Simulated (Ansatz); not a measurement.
The relaxed structure here is a generated cell of ZnRh: the first start was made by placing the elements on the sites of a structure type, and the end was not matched to a known phase here, so it may be hypothetical.

One stationary structure of ZnRh. Space group P-6m2 (No. 187). Computed with PBE (plane waves to 420 eV, PAW, scalar-relativistic; Ansatz, a program for electronic structure).

```xyz
2
Lattice="2.7936 0.0000 0.0000 -1.3968 2.4193 0.0000 0.0000 0.0000 4.1513" Properties=species:S:1:pos:R:3 pbc="T T T"
Rh     0.0000     1.6129     0.0000
Zn     1.3968     0.8064     2.0757
```

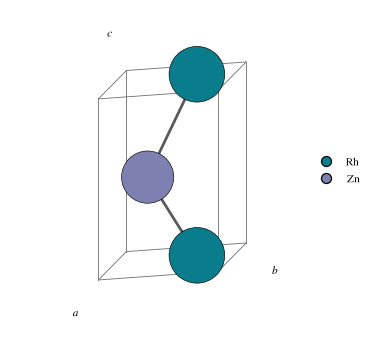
Fig. 1. The conventional cell of the relaxed structure

| Property | Value |
|---|---|
| Volume per atom | 14.03 Å³ |
| Band gap | no gap (metallic) |
| Shortest distances | Rh–Zn 2.63 Å; Rh–Rh 2.79 Å; Zn–Zn 2.79 Å |
| k-mesh | 19×19×11 |

No spin polarisation in the result.

The run could not lose the symmetry of its start, so the end can be a saddle point.

It was reached from a disturbed copy of a Cmmm (No. 65) cell, against which it lies -0.08 eV/atom.
